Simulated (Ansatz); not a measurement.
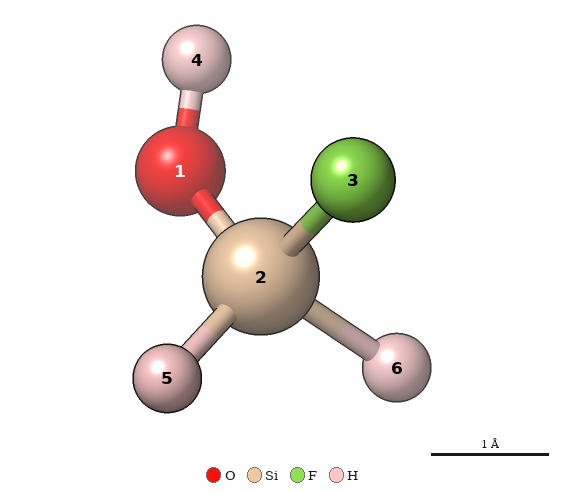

(Drawn from a calculation with Ansatz.)

Orthographic view. Distant atoms are faded towards the background colour. Geometry: atoms displaced at random (about 0.07 Å) from a stationary point of GFN2-xTB.

Write a MOL file (V2000) with the atoms in numerical order, bonds sorted by atom number with the orders drawn, and coordinates in the frame of the picture: x right, y up, z towards the viewer, origin at the mean position.

```
FH3OSi
                    3D

  6  5  0  0  0  0  0  0  0  0999 V2000
   -0.6800    0.5800   -0.7900 O   0  0  0  0  0  0  0  0  0  0  0  0
    0.0100   -0.3200    0.1300 Si  0  0  0  0  0  4  0  0  0  0  0  0
    0.8100    0.5100    1.2700 F   0  0  0  0  0  0  0  0  0  0  0  0
   -0.5400    1.5400   -0.8900 H   0  0  0  0  0  0  0  0  0  0  0  0
   -0.7900   -1.2000    0.8400 H   0  0  0  0  0  0  0  0  0  0  0  0
    1.1800   -1.1100   -0.5600 H   0  0  0  0  0  0  0  0  0  0  0  0
  1  2  1  0
  1  4  1  0
  2  3  1  0
  2  5  1  0
  2  6  1  0
M  END
```
